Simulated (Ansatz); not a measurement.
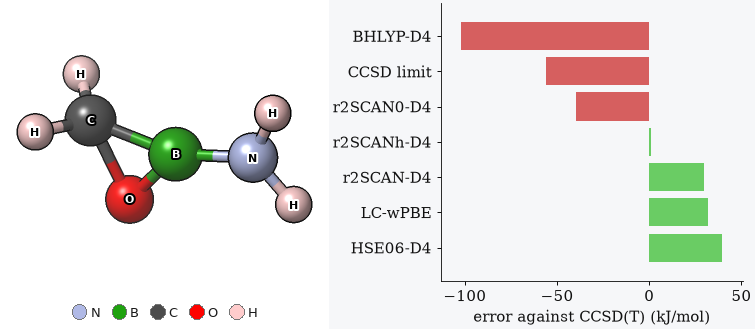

Error in the electronic atomisation energy (method less reference, so positive means overbinding) of CH₄BNO, SMILES NB1CO1: functionals in def2-TZVPP against frozen-core CCSD(T) at the limit (MP2 extrapolated from triple and quadruple zeta, plus CCSD(T) less MP2 in a smaller set), which gives 3228.6 kJ/mol, at a PBE0-D4/def2-TZVP geometry (a minimum by its frequencies), no zero-point or spin-orbit term, the Ansatz code 0.2.0. The reference leaves out core correlation, a term that grows with the number of heavy atoms. No dispersion term is added to LC-wPBE. Limit means the basis limit.

**Which of these levels overbind, and which underbind?**

Overbind: r2SCAN-D4, LC-wPBE and HSE06-D4. Underbind: BHLYP-D4, CCSD limit and r2SCAN0-D4. Within 20 kJ/mol of zero, too close to call in view of what the reference leaves out: r2SCANh-D4.

**What range do the values span?**

From −101.9 kJ/mol (BHLYP-D4) to 39.6 kJ/mol (HSE06-D4).
